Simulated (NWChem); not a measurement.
**A workflow on the pair SiH4S···BH2ClO**

Aim: a single-point energy (singlet BSiH6SClO, B3LYP-D3(0)/6-311+G**), then the energy (singlet SiH4S, B3LYP-D3(0)/6-311+G**), then a single-point energy (singlet BH2ClO, B3LYP-D3(0)/6-311+G**), then a single-point energy (singlet SiH4S, B3LYP-D3(0)/6-311+G**), then the energy (singlet BH2ClO, B3LYP-D3(0)/6-311+G**) of BClH6OSSi and its partners. 

The results are computed with NWChem 7.3.0.

### 1 The structure to begin with

BSiH6SClO has 11 atoms, charge 0, and is taken as a singlet. The two molecules were placed rigidly side by side, at 1 times their contact distance; the pair isn't optimised.

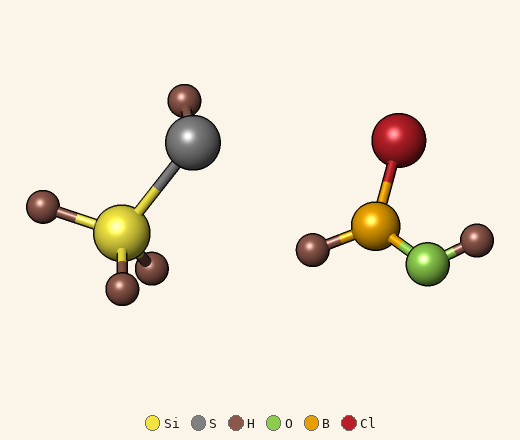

The structure, seen from a chosen angle (silicon yellow, sulfur grey, hydrogen brown, oxygen green, boron amber, chlorine red).

### 2 The energy at B3LYP-D3(0)/6-311+G(d,p) (run 1)

File bclh6ossi.nw:

```
echo
start bclh6ossi
title "BClH6OSSi"
memory total 2200 mb
charge 0
geometry units angstroms noautosym nocenter noautoz
  Si      -0.176830      -0.252720      -0.428320
  S        0.900270      -0.001920       1.400480
  H       -1.636830      -0.063620      -0.233920
  H        0.101570      -1.647620      -0.844820
  H        0.292770       0.691880      -1.473420
  H        0.519070       1.273980       1.579980
  O        5.219200       0.257360      -0.396750
  B        4.139430       1.017310      -0.169910
  Cl       4.228620       2.436870       0.877140
  H        6.012240       0.561690       0.056670
  H        3.102130       0.736920      -0.678400
end
basis "ao basis" spherical bse
  Si library 6-311+G**
  S library 6-311+G**
  H library 6-311+G**
  O library 6-311+G**
  B library 6-311+G**
  Cl library 6-311+G**
end
dft
  xc b3lyp
  mult 1
  disp vdw 3
  grid fine
  convergence energy 1e-08
  maxiter 100
  mulliken
  print low
end
task dft energy
```

Command:

```console
$ nwchem bclh6ossi.nw > bclh6ossi.out
```

The log of the run:

```text
[...]
 d= 0,ls=0.0,diis     1  -1251.6936000623 -1.55D+03  6.64D-03  2.15D+00     5.4
[...]
 d= 0,ls=0.0,diis    10  -1251.8008011438 -4.49D-09  3.03D-07  3.45D-09    44.6
         Total DFT energy =    -1251.800801143844
      One electron energy =    -2321.131338723790
           Coulomb energy =      861.163225135998
    Exchange-Corr. energy =      -89.862715124582
 Nuclear repulsion energy =      298.037373443088
    Dispersion correction =       -0.007345874557
[...]
      Total Density - Mulliken Population Analysis
     ---------------------------------------------
    Atom       Charge   Shell Charges
 -----------   ------   -------------------------------------------------------
    1 Si  14    13.59   0.79  1.18  0.95  1.04  0.85  0.45  1.98  3.89  0.67  1.39  0.12  0.08  0.05  0.15
    2 S   16    16.15   0.77  1.19  0.93  1.06  1.10  0.85  1.86  4.01  1.07  2.61  0.85 -0.10 -0.12  0.04
    3 H    1     1.11   0.25  0.58  0.26  0.01
    4 H    1     1.10   0.25  0.58  0.26  0.01
    5 H    1     1.11   0.25  0.58  0.26  0.01
    6 H    1     0.93   0.25  0.52  0.13  0.03
    7 O    8     8.25   1.08  0.91  0.99  1.00  2.08  0.73  1.40 -0.02  0.07  0.01
    8 B    5     4.95   1.13  0.86  0.47  0.68  0.96  0.26  0.31  0.04  0.05  0.19
    9 Cl  17    17.09   0.78  1.19  0.89  1.09  1.01  1.01  7.43 -1.52  1.11  2.92  1.32 -0.03 -0.12  0.02
   10 H    1     0.73   0.27  0.36  0.04  0.07
[...]
```

It took 45 s on 1 thread of Intel Xeon 6975P-C (Granite Rapids), shared host; peak memory 0.14 GiB.

### 3 SiH4S: a single-point energy at B3LYP-D3(0)/6-311+G(d,p) (run 2)

File geom.nw:

```
START geom
memory stack 880 mb heap 220 mb global 1100 mb
GEOMETRY units angstroms noautosym nocenter noautoz
   Si    -0.176830    -0.252720    -0.428320
   S      0.900270    -0.001920     1.400480
   H     -1.636830    -0.063620    -0.233920
   H      0.101570    -1.647620    -0.844820
   H      0.292770     0.691880    -1.473420
   H      0.519070     1.273980     1.579980
END
BASIS spherical bse
   * library 6-311+G**
END
DFT
   xc b3lyp
   disp vdw 3
   grid fine
   convergence energy 1e-08
   iterations 100
   mulliken
   noprint "final vectors analysis"
END
TASK dft
```

Command:

```console
$ nwchem geom.nw > geom.out
```

The log of the run:

```text
[...]
          Wavefunction type:  closed shell.
          No. of atoms     :     6
          No. of electrons :    34
[...]
          Charge           :     0
          Spin multiplicity:     1
[...]
          AO basis - number of functions:    84
[...]
              XC Information
              --------------
                         B3LYP Method XC Potential
                     Hartree-Fock (Exact) Exchange  0.200
                        Slater Exchange Functional  0.800 local
                    Becke 1988 Exchange Functional  0.720 non-local
              Lee-Yang-Parr Correlation Functional  0.810
                  VWN I RPA Correlation Functional  0.190 local
[...]
 d= 0,ls=0.0,diis     1   -690.1272802352 -7.79D+02  7.24D-03  1.05D+00     1.0
[...]
 d= 0,ls=0.0,diis     8   -690.1654771051 -6.58D-10  2.03D-06  3.93D-08     6.6
         Total DFT energy =     -690.165477105098
      One electron energy =    -1131.332744426491
           Coulomb energy =      400.083038732277
    Exchange-Corr. energy =      -48.152166502043
 Nuclear repulsion energy =       89.238641123526
    Dispersion correction =       -0.002246032367
[...]
      Total Density - Mulliken Population Analysis
     ---------------------------------------------
    Atom       Charge   Shell Charges
 -----------   ------   -------------------------------------------------------
    1 Si  14    13.58   0.79  1.18  0.95  1.04  0.85  0.45  1.98  3.89  0.67  1.39  0.12  0.07  0.05  0.15
    2 S   16    16.16   0.77  1.19  0.93  1.06  1.11  0.85  1.86  4.01  1.06  2.62  0.83 -0.08 -0.11  0.04
    3 H    1     1.11   0.25  0.58  0.27  0.01
    4 H    1     1.10   0.25  0.58  0.26  0.01
    5 H    1     1.11   0.25  0.58  0.27  0.01
    6 H    1     0.94   0.25  0.53  0.13  0.03
[...]
```

Wall time 7.2 s (1 thread of Intel Xeon 6975P-C (Granite Rapids), shared host); peak memory 0.13 GiB.

### 4 BH2ClO: the energy at B3LYP-D3(0)/6-311+G(d,p) (run 3)

File mol.nw:

```
start mol
title "BClH2O"
memory stack 880 mb heap 220 mb global 1100 mb

geometry units bohr noautosym nocenter noautoz
 O    9.86285859   0.48633992  -0.74974884
 B    7.82238901   1.92243728  -0.32108337
 Cl   7.99093369   4.60501690   1.65755437
 H   11.36148700   1.06144027   0.10709078
 H    5.86217610   1.39257698  -1.28199020
end

basis "ao basis" spherical bse
 * library 6-311+G**
end

dft
 xc b3lyp
 disp vdw 3
 grid fine
 convergence energy 1e-08
 maxiter 100
 mulliken
 print low
end

task dft energy
```

Command:

```console
$ nwchem mol.nw > mol.out
```

The log of the run:

```text
[...]
 d= 0,ls=0.0,diis     1   -561.5626895196 -6.46D+02  1.05D-02  1.11D+00     1.0
[...]
 d= 0,ls=0.0,diis    10   -561.6328435758 -1.42D-09  2.06D-07  6.96D-10     7.6
         Total DFT energy =     -561.632843575770
      One electron energy =     -941.477206217878
           Coulomb energy =      336.829631487268
    Exchange-Corr. energy =      -41.705038235918
 Nuclear repulsion energy =       84.721622160002
    Dispersion correction =       -0.001852769244
[...]
      Total Density - Mulliken Population Analysis
     ---------------------------------------------
    Atom       Charge   Shell Charges
 -----------   ------   -------------------------------------------------------
    1 O    8     8.26   1.08  0.91  0.99  1.00  2.08  0.73  1.39 -0.02  0.08  0.01
    2 B    5     4.94   1.13  0.86  0.47  0.67  0.97  0.28  0.31  0.03  0.04  0.19
    3 Cl  17    17.10   0.78  1.19  0.89  1.09  1.01  1.01  7.43 -1.52  1.11  2.92  1.32 -0.01 -0.12  0.02
    4 H    1     0.73   0.27  0.36  0.04  0.07
    5 H    1     0.97   0.27  0.55  0.13  0.02
[...]
```

Wall time 8.4 s (1 thread of Intel Xeon 6975P-C (Granite Rapids), shared host); peak memory 0.12 GiB.

### 5 SiH4S among ghost functions: the energy at B3LYP-D3(0)/6-311+G(d,p) (with ghost functions) (run 4)

File mol.nw:

```
start mol
memory total 2200 mb
charge 0

geometry noautosym nocenter noautoz
 Si    -0.176830    -0.252720    -0.428320
 S      0.900270    -0.001920     1.400480
 H     -1.636830    -0.063620    -0.233920
 H      0.101570    -1.647620    -0.844820
 H      0.292770     0.691880    -1.473420
 H      0.519070     1.273980     1.579980
 bqO      5.219200     0.257360    -0.396750
 bqB      4.139430     1.017310    -0.169910
 bqCl     4.228620     2.436870     0.877140
 bqH      6.012240     0.561690     0.056670
 bqH      3.102130     0.736920    -0.678400
end

basis spherical bse
 Si library 6-311+G**
 S library 6-311+G**
 H library 6-311+G**
 bqO library O 6-311+G**
 bqB library B 6-311+G**
 bqCl library Cl 6-311+G**
 bqH library H 6-311+G**
end

dft
 xc b3lyp
 disp vdw 3
 grid fine
 convergence energy 1e-08
 maxiter 100
 mulliken
 print low
end

task dft energy
```

Command:

```console
$ nwchem mol.nw > mol.out
```

The log of the run:

```text
[...]
 d= 0,ls=0.0,diis     1   -690.1276555115 -7.79D+02  3.68D-03  1.05D+00     4.8
[...]
 d= 0,ls=0.0,diis     8   -690.1658094976 -5.98D-10  1.09D-06  3.88D-08    33.6
         Total DFT energy =     -690.165809497649
      One electron energy =    -1131.333254695377
           Coulomb energy =      400.082931534560
    Exchange-Corr. energy =      -48.151881427991
 Nuclear repulsion energy =       89.238641123526
    Dispersion correction =       -0.002246032367
[...]
      Total Density - Mulliken Population Analysis
     ---------------------------------------------
    Atom       Charge   Shell Charges
 -----------   ------   -------------------------------------------------------
    1 Si  14    13.58   0.79  1.18  0.95  1.04  0.85  0.45  1.98  3.89  0.67  1.39  0.12  0.07  0.05  0.15
    2 S   16    16.16   0.77  1.19  0.93  1.06  1.10  0.85  1.86  4.01  1.07  2.61  0.86 -0.09 -0.12  0.04
    3 H    1     1.11   0.25  0.58  0.26  0.01
    4 H    1     1.10   0.25  0.58  0.26  0.01
    5 H    1     1.11   0.25  0.58  0.26  0.01
    6 H    1     0.94   0.25  0.52  0.13  0.03
    7 X    0     0.00  -0.00  0.00  0.00 -0.00 -0.00  0.00  0.00  0.00  0.00  0.00
    8 X    0    -0.02   0.00 -0.00 -0.00  0.00  0.00 -0.01 -0.01  0.00 -0.00 -0.00
    9 X    0     0.00  -0.00  0.00 -0.00  0.00 -0.00  0.00  0.00  0.00 -0.00  0.00 -0.00 -0.00  0.00 -0.00
   10 X    0     0.00   0.00 -0.00  0.00 -0.00
[...]
```

It took 34 s on 1 thread of Intel Xeon 6975P-C (Granite Rapids), shared host; peak memory 0.14 GiB.

### 6 BH2ClO among ghost functions: the energy at B3LYP-D3(0)/6-311+G(d,p) (with ghost functions) (run 5)

File struct.nw:

```
start struct
title "BClH2O"
memory stack 880 mb heap 220 mb global 1100 mb

geometry units atomic noautosym nocenter noautoz
  O   9.86285859  0.48633992 -0.74974884
  B   7.82238901  1.92243728 -0.32108337
  Cl  7.99093369  4.60501690  1.65755437
  H  11.36148700  1.06144027  0.10709078
  H   5.86217610  1.39257698 -1.28199020
  bqSi    -0.334160    -0.477572    -0.809407
  bqS      1.701264    -0.003628     2.646524
  bqH     -3.093160    -0.120224    -0.442045
  bqH      0.191939    -3.113551    -1.596478
  bqH      0.553255     1.307464    -2.784360
  bqH      0.980900     2.407473     2.985729
end

basis "ao basis" spherical bse
  O library 6-311+G**
  B library 6-311+G**
  Cl library 6-311+G**
  H library 6-311+G**
  bqSi library Si 6-311+G**
  bqS library S 6-311+G**
  bqH library H 6-311+G**
end

dft
  xc b3lyp
  disp vdw 3
  grid fine
  convergence energy 1e-08
  iterations 100
  mulliken
  noprint "final vectors analysis"
end

task dft
```

Command:

```console
$ nwchem struct.nw > struct.out
```

The log of the run:

```text
[...]
          Wavefunction type:  closed shell.
          No. of atoms     :    11
          No. of electrons :    32
[...]
          Charge           :     0
          Spin multiplicity:     1
[...]
          AO basis - number of functions:   170
[...]
              XC Information
              --------------
                         B3LYP Method XC Potential
                     Hartree-Fock (Exact) Exchange  0.200
                        Slater Exchange Functional  0.800 local
                    Becke 1988 Exchange Functional  0.720 non-local
              Lee-Yang-Parr Correlation Functional  0.810
                  VWN I RPA Correlation Functional  0.190 local
[...]
 d= 0,ls=0.0,diis     1   -561.5628893272 -6.46D+02  5.58D-03  1.11D+00     4.6
[...]
 d= 0,ls=0.0,diis    10   -561.6330531161 -1.47D-09  1.10D-07  6.91D-10    41.4
         Total DFT energy =     -561.633053116088
      One electron energy =     -941.479687741613
           Coulomb energy =      336.831862413166
    Exchange-Corr. energy =      -41.704997178399
 Nuclear repulsion energy =       84.721622160002
    Dispersion correction =       -0.001852769244
[...]
      Total Density - Mulliken Population Analysis
     ---------------------------------------------
    Atom       Charge   Shell Charges
 -----------   ------   -------------------------------------------------------
    1 O    8     8.24   1.08  0.91  0.99  1.00  2.08  0.73  1.40 -0.02  0.07  0.01
    2 B    5     4.98   1.13  0.86  0.47  0.67  0.96  0.28  0.33  0.04  0.05  0.19
    3 Cl  17    17.09   0.78  1.19  0.89  1.09  1.01  1.01  7.43 -1.52  1.11  2.91  1.32 -0.02 -0.13  0.02
    4 H    1     0.73   0.27  0.36  0.04  0.07
    5 H    1     0.96   0.27  0.55  0.12  0.02
    6 X    0     0.01   0.00 -0.00  0.00 -0.00 -0.00  0.00 -0.00  0.00 -0.00  0.00  0.00  0.01  0.00  0.00
    7 X    0    -0.02   0.00 -0.00  0.00 -0.00  0.00  0.00 -0.00  0.00 -0.00  0.00 -0.00 -0.02  0.00 -0.00
    8 X    0     0.00   0.00 -0.00  0.00 -0.00
    9 X    0    -0.00  -0.00  0.00 -0.00 -0.00
   10 X    0    -0.00  -0.00  0.00 -0.00  0.00
[...]
```

Run time: 42 s. Hardware: 1 thread of Intel Xeon 6975P-C (Granite Rapids), shared host; peak memory 0.14 GiB.

### 7 Outcome

| quantity | value |
| --- | --- |
| run 1, B3LYP-D3(0)/6-311+G**: total energy | -1251.80080 Eh |
| run 1, B3LYP-D3(0)/6-311+G**: dispersion energy | -19.29 kJ/mol |
| SiH4S: total energy | -690.16548 Eh |
| SiH4S: dipole moment | 1.35 D |
| SiH4S: dispersion energy | -5.90 kJ/mol |
| BH2ClO: total energy | -561.63284 Eh |
| BH2ClO: dispersion energy | -4.86 kJ/mol |
| SiH4S among ghost functions: total energy | -690.16581 Eh |
| SiH4S among ghost functions: dispersion energy | -5.90 kJ/mol |
| BH2ClO among ghost functions: total energy | -561.63305 Eh |
| BH2ClO among ghost functions: dipole moment | 1.12 D |
| BH2ClO among ghost functions: dispersion energy | -4.86 kJ/mol |
| interaction energy of the rigid parts SiH4S and BH2ClO (parts in their own basis; closest atoms 2.92 Å apart) | -0.067 eV |
| interaction energy of the rigid parts SiH4S and BH2ClO (parts in the whole basis, counterpoise; closest atoms 2.92 Å apart) | -0.053 eV |

The interaction energy of the rigid parts SiH4S and BH2ClO (parts in their own basis; closest atoms 2.92 Å apart) is −0.07 eV (−6.5 kJ/mol): the parts attract. Without counterpoise this holds the superposition error of the basis. The interaction energy of the rigid parts SiH4S and BH2ClO (parts in the whole basis, counterpoise; closest atoms 2.92 Å apart) is −0.05 eV (−5.1 kJ/mol): the parts attract. The basis-set superposition error is 1.4 kJ/mol. Mulliken charges (SiH4S) run from -0.16 on S2 to +0.42 on Si1; in a basis this large or diffuse they mean little. Mulliken charges (BH2ClO) run from -0.26 on O1 to +0.27 on H4; in a basis this large or diffuse they mean little.
